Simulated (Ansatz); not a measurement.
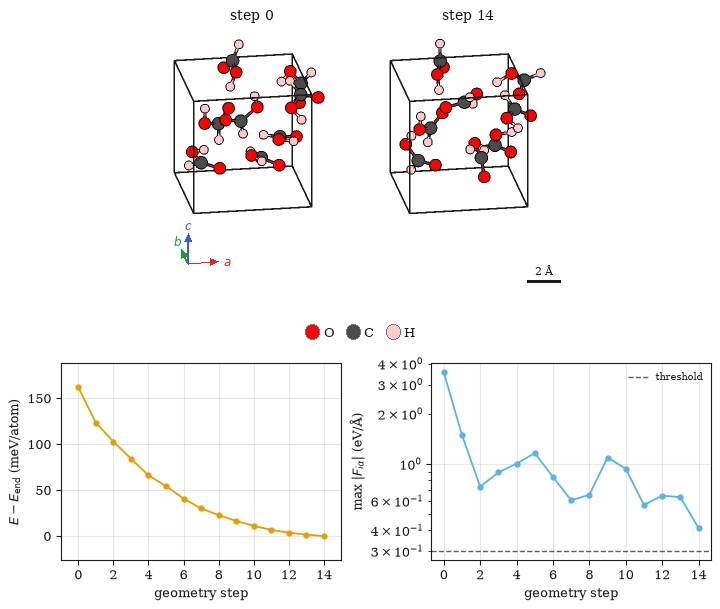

First and last geometry of a relaxation of an amorphous cell of composition H$_{2}$CO$_{2}$, with the history of the run. Style: ball-and-stick. Shown: the cell of the calculation (origin shifted), from a free direction.

The cell holds 8 HCOOH. The run prepares the start of a later molecular dynamics calculation, from a guessed geometry.

These are results of DFT LDA, scalar-relativistic, plane waves, PAW in Ansatz 0.2.0, not measurements. (plane-wave cutoff 420 eV; k-point mesh 1 × 1 × 1; occupations fermi dirac; smearing width 0.05 eV; no spin polarisation; atoms relaxed in a fixed cell; force threshold 0.3 eV/Å; at most 15 steps)

Did the run converge, and what did it change?

The relaxation stopped without meeting its thresholds, so the last structure isn't shown to be converged. It used up its limit of 15 steps. An H atom moves most: 2.34 Å roughly along [1 1 1]. Largest moves by element: H 2.34 Å, O 1.72 Å, C 1.56 Å. The cell doesn't change. Near-neighbour distances that change, for instance: H–O 2.465 → 1.337 Å, H–O 0.980 → 1.102 Å, H–O 0.980 → 1.047 Å, C–O 1.350 → 1.288 Å. Among the angles between lasting bonds that change: C–O–H 106.0° → 114.5°, C–O–H 106.0° → 112.9°, O–C–H 109.4° → 115.6°. The energy falls by 162 meV per atom in 14 geometry steps. The largest force component goes from 3.6 to 0.41 eV/Å.

```tsv
step	E − E(0), meV/atom	largest force component, eV/Å
0	0.00	3.5564
1	-38.67	1.4928
2	-59.29	0.7313
3	-77.82	0.8891
4	-95.92	1.0045
5	-107.83	1.1612
6	-121.31	0.8367
7	-132.09	0.6052
8	-139.38	0.6528
9	-145.71	1.0922
10	-151.05	0.9364
11	-155.43	0.5671
12	-158.45	0.6448
13	-160.58	0.6322
14	-162.22	0.4129
```

Limits of the set-up: the program's low-accuracy preset was used; the periodic images lie only 7.4 Å apart, so the values are limited by the cell's size.
